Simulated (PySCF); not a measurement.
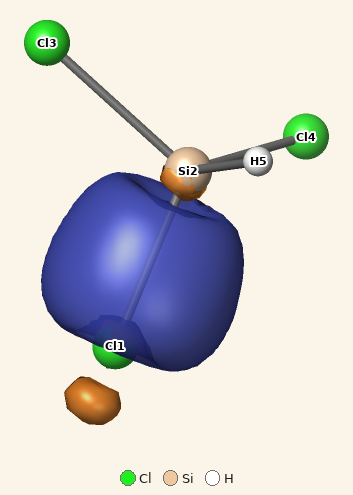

Figure 1: Cl3HSi, SMILES `Cl[SiH](Cl)Cl`. Intrinsic bond orbitals (IBO), occupied; each surface holds about 80 % of the orbital's density. Energies are diagonal elements of the Fock matrix.

Level of theory: LDA (SVWN)/cc-pVDZ (PySCF), at a geometry from GFN2-xTB. No frequency check shows the geometry to be a minimum. GFN2-xTB bond lengths at metals and heavier atoms can be off by up to 0.1 Å and shapes distorted, which carries into these values.

Geometry (Å), atoms numbered from 1:

```
Cl1     -0.5085    1.8272    0.1730
Si2      0.0002   -0.0008   -0.4924
Cl3     -1.3287   -1.3533    0.1734
Cl4      1.8370   -0.4731    0.1734
H5      -0.0003   -0.0020   -1.9431
```

### What does this orbital represent?

σ bond Cl1–Si2 (Cl1 70 %, Si2 29 %; −15.8 eV).
